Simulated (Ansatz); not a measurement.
**triplet InSiH4F at 6 levels**

We compute a comparison of 6 runs (UB3LYP/def2-SVP, UPBE-QIDH/def2-SVP, UPBE/def2-SVP, RPA@PBE/def2-SVP, UBCCD(T)/def2-SVP, UCCSD(T)/def2-SVP) of triplet InSiH4F. 

The results are computed with Ansatz 0.2.0.

56 further runs of the same task are left out: 56 set aside as unsound or not needed.

## (1) Starting point

The species is InSiH4F (7 atoms), meant as a triplet with charge 0. As SMILES of the parent species, `[F][InH][SiH3]`. The coordinates come from a PBE0-D4/def2-TZVP relaxation. That shape belongs to the parent species and isn't relaxed for this state.

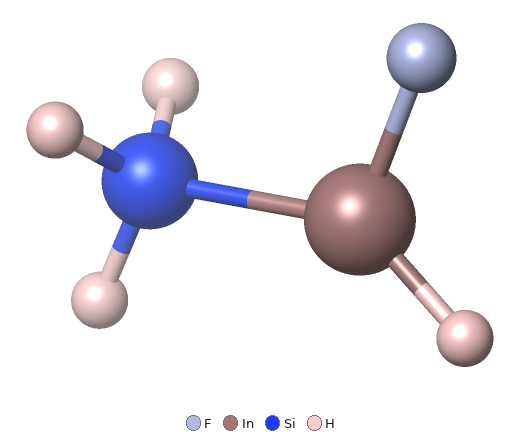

Viewed from a chosen angle; fluorine light blue, indium brown, silicon blue, hydrogen pink.

## (2) The energy at UB3LYP/def2-SVP (core potential) (run 1)

molecule.yaml

```yaml
crystal:
  periodic: [false, false, false]
  atoms:
    - symbol: F
      position_ang: [-0.196000, -2.340000, 1.298800]
    - symbol: In
      position_ang: [-0.756000, -1.164900, -0.176800]
    - symbol: Si
      position_ang: [0.528000, 1.043100, -0.028600]
    - symbol: H
      position_ang: [-1.937800, -1.965900, -1.125300]
    - symbol: H
      position_ang: [1.986000, 0.765900, -0.108800]
    - symbol: H
      position_ang: [0.226000, 1.696000, 1.272200]
    - symbol: H
      position_ang: [0.149800, 1.965800, -1.131400]
basis:
  gaussian:
    orbitals: def2-SVP
magnetization:
  spin_polarized: true
  initial_magnetization: 2
accuracy: high
hamiltonian:
  xc: {name: B3LYP}
output: {orbitals: {seedname: orbitals}}
```

Launch:

```
$ ansatz run molecule.yaml --threads 1 --pin off --max-ram 3480MiB --events-out events.jsonl --progress --plain --runs-dir runs
```

The log of the run:

```text
Warning: RAYON_NUM_THREADS=1 ignored (pool sized by the plan → 1); use --threads N
Functional definition: B3LYP
  name "B3LYP"
  parameter a0 = 0.2
  parameter ax = 0.72
  parameter ac = 0.81
  exchange = (1 - a0 - ax)*slater_x + ax*b88_x + a0*exact_x
  correlation = (1 - ac)*vwn_rpa_c + ac*lyp_c
1766 factors; integrals over basis functions are off by at most 7.9e-9 eV
mean field evaluation 1: about -15824.1205 eV, gradient 2.9e1 eV
mean field evaluation 2: about -15775.1621 eV, gradient 1.1e2 eV
mean field evaluation 4: about -15827.1453 eV, gradient 5.8e0 eV
mean field evaluation 8: about -15827.3859 eV, gradient 1.4e-1 eV
mean field evaluation 16: about -15827.3860 eV, gradient 1.8e-4 eV
mean field evaluation 32: about -15827.2501 eV, gradient 1.2e0 eV
mean field -15827.38596711 eV, -581.6457061038 hartree, gradient 7.5e-8 eV, S^2 2.005771; 4 other end points of the search recorded, 0 dependent functions left out
reference -15827.38601010 eV, -581.6457076835 hartree; 25, 23 occupied and 53, 55 virtual orbitals, 1766 factors
Total energy: -15827.38601010 eV, -581.6457076835 hartree
```

Run time: 14 s. Hardware: 1 thread of Arm Neoverse V2, shared host; peak memory 0.38 GiB.

## (3) A single-point energy at UPBE-QIDH/def2-SVP (core potential) (run 2)

job.yaml

```yaml
crystal:
  periodic: [false, false, false]
  atoms:
    - {symbol: F, position_ang: [-0.196000, -2.340000, 1.298800]}
    - {symbol: In, position_ang: [-0.756000, -1.164900, -0.176800]}
    - {symbol: Si, position_ang: [0.528000, 1.043100, -0.028600]}
    - {symbol: H, position_ang: [-1.937800, -1.965900, -1.125300]}
    - {symbol: H, position_ang: [1.986000, 0.765900, -0.108800]}
    - {symbol: H, position_ang: [0.226000, 1.696000, 1.272200]}
    - {symbol: H, position_ang: [0.149800, 1.965800, -1.131400]}
basis:
  gaussian:
    orbitals: def2-SVP
total_charge: 0
magnetization:
  spin_polarized: true
  initial_magnetization: 2
hamiltonian:
  xc: {name: PBE-QIDH}
accuracy: high
correlation:
  frozen_orbitals: {F: 1, H: 0, In: 4, Si: 5}
output: {orbitals: {seedname: orbitals}}
```

Launch:

```
$ ansatz run job.yaml --threads 1 --pin off --max-ram 3480MiB --events-out events.jsonl --progress --plain --runs-dir runs
```

The log of the run, shortened:

```text
Warning: RAYON_NUM_THREADS=1 ignored (pool sized by the plan → 1); use --threads N
Functional definition: PBE-QIDH
  name "PBE-QIDH"
[...]
1766 factors; integrals over basis functions are off by at most 7.9e-9 eV
[...]
mean field -15803.62826792 eV, -580.7726267619 hartree, gradient 9.2e-8 eV, S^2 2.008127; 6 other end points of the search recorded, 0 dependent functions left out
10 core orbitals not correlated: weight in the atoms' cores, before any rotation towards them, 1.000 or more for the frozen orbitals, at most 0.000 for the correlated occupied ones
reference -15803.62826936 eV, -580.7726268148 hartree; 15, 13 occupied and 53, 55 virtual orbitals, 1766 factors
second order -11.64246440 eV of doubles, -0.00000000 eV of singles
Total energy: -15807.50909082 eV, -580.9152443732 hartree
```

It took 20 s on 1 thread of Arm Neoverse V2, shared host; peak memory 0.4 GiB.

## (4) A single-point energy at UPBE/def2-SVP (core potential) (run 3)

run.yaml

```yaml
crystal:
  periodic: [false, false, false]
  atoms:
    - symbol: F
      position_ang: [-0.196000, -2.340000, 1.298800]
    - symbol: In
      position_ang: [-0.756000, -1.164900, -0.176800]
    - symbol: Si
      position_ang: [0.528000, 1.043100, -0.028600]
    - symbol: H
      position_ang: [-1.937800, -1.965900, -1.125300]
    - symbol: H
      position_ang: [1.986000, 0.765900, -0.108800]
    - symbol: H
      position_ang: [0.226000, 1.696000, 1.272200]
    - symbol: H
      position_ang: [0.149800, 1.965800, -1.131400]
basis:
  gaussian: {orbitals: def2-SVP}
magnetization: {spin_polarized: true, initial_magnetization: 2}
hamiltonian: {xc: pbe}
accuracy: high
output: {orbitals: {seedname: orbitals}}
```

Launch:

```
$ ansatz run run.yaml --threads 1 --pin off --max-ram 3480MiB --events-out events.jsonl --progress --plain --runs-dir runs
```

The log of the run:

```text
Warning: RAYON_NUM_THREADS=1 ignored (pool sized by the plan → 1); use --threads N
Functional definition: PBE
  name "PBE"
  parameter kappa = 0.804
  parameter beta = 0.06672455060314922
  exchange = pbe_x(kappa = kappa, mu = beta*pi^2/3)
  correlation = pbe_c(beta = beta)
1766 factors; integrals over basis functions are off by at most 7.9e-9 eV
mean field evaluation 1: about -15814.6695 eV, gradient 3.0e1 eV
mean field evaluation 2: about -15673.4223 eV, gradient 1.6e2 eV
mean field evaluation 4: about -15813.7731 eV, gradient 2.8e1 eV
mean field evaluation 8: about -15818.2689 eV, gradient 5.3e-1 eV
mean field evaluation 16: about -15818.2664 eV, gradient 3.1e-4 eV
mean field evaluation 32: about -15814.6690 eV, gradient 1.7e1 eV
mean field -15818.26635113 eV, -581.3105663981 hartree, gradient 1.5e-8 eV, S^2 2.002684; 3 other end points of the search recorded, 0 dependent functions left out
reference -15818.26635574 eV, -581.3105665676 hartree; 25, 23 occupied and 53, 55 virtual orbitals, 1766 factors
Total energy: -15818.26635574 eV, -581.3105665676 hartree
```

Wall time 11 s (1 thread of Arm Neoverse V2, shared host); peak memory 0.26 GiB.

Runs 4 to 5 aren't shown in full; the table further down has their settings and results.

## (5) A single-point energy at UCCSD(T)/def2-SVP (core potential) (run 6)

in.yaml

```yaml
basis:
  gaussian:
    orbitals: def2-SVP
crystal:
  periodic: [false, false, false]
  atoms:
    - {symbol: F, position_ang: [-0.196000, -2.340000, 1.298800]}
    - {symbol: In, position_ang: [-0.756000, -1.164900, -0.176800]}
    - {symbol: Si, position_ang: [0.528000, 1.043100, -0.028600]}
    - {symbol: H, position_ang: [-1.937800, -1.965900, -1.125300]}
    - {symbol: H, position_ang: [1.986000, 0.765900, -0.108800]}
    - {symbol: H, position_ang: [0.226000, 1.696000, 1.272200]}
    - {symbol: H, position_ang: [0.149800, 1.965800, -1.131400]}
magnetization:
  spin_polarized: true
  initial_magnetization: 2
correlation:
  method: ccsd_t
  frozen_orbitals: {F: 1, H: 0, In: 4, Si: 5}
accuracy: high
scf:
  omitted_lower_state_checks: [cluster_reference, increment]
```

Launch:

```
$ ansatz run in.yaml --threads 1 --pin off --max-ram 3480MiB --events-out events.jsonl --progress --plain --runs-dir runs
```

The log of the run:

```text
Warning: RAYON_NUM_THREADS=1 ignored (pool sized by the plan → 1); use --threads N
[... 14 lines left out ...]
10 core orbitals not correlated: weight in the atoms' cores, before any rotation towards them, 1.000 or more for the frozen orbitals, at most 0.000 for the correlated occupied ones
[... 36 lines left out ...]
Total energy: -15782.86195227 eV, -580.0094787380 hartree
Checks for a lower state left out: cluster_reference, increment
```

Wall time 61 s (1 thread of Arm Neoverse V2, shared host); peak memory 0.69 GiB.

## (6) The series

| run | level | frozen core orbitals | energy (Eh) | ⟨S²⟩ | wall time |
| --- | --- | --- | --- | --- | --- |
| 1 | UB3LYP/def2-SVP (core potential) | – | -581.645708 | 2.006 | 14 s |
| 2 | UPBE-QIDH/def2-SVP (core potential) | 10 | -580.915244 | 2.008 | 20 s |
| 3 | UPBE/def2-SVP (core potential) | – | -581.310567 | 2.003 | 11 s |
| 4 | RPA@PBE/def2-SVP (core potential) | 10 | -580.208000 | 2.003 | 19 s |
| 5 | UBCCD(T)/def2-SVP (core potential) | 10 | -580.009799 | 2.007 | 71 s |
| 6 | UCCSD(T)/def2-SVP (core potential) | 10 | -580.009479 | 2.007 | 61 s |

## (7) What came out

| quantity | value |
| --- | --- |
| run 6: total energy | -580.00948 Eh |
| run 6: correlation energy (10 core orbitals frozen) | -420.9 mEh |
| run 6: (T) correction | -10.22 mEh |
| run 6: ⟨S²⟩ of the reference determinant | 2.007 |
| run 6: T1 diagnostic | 0.026 |

**Reading.** Totals of different functionals can't be ranked against each other. All runs together took 3.3 min, the longest 71 s.
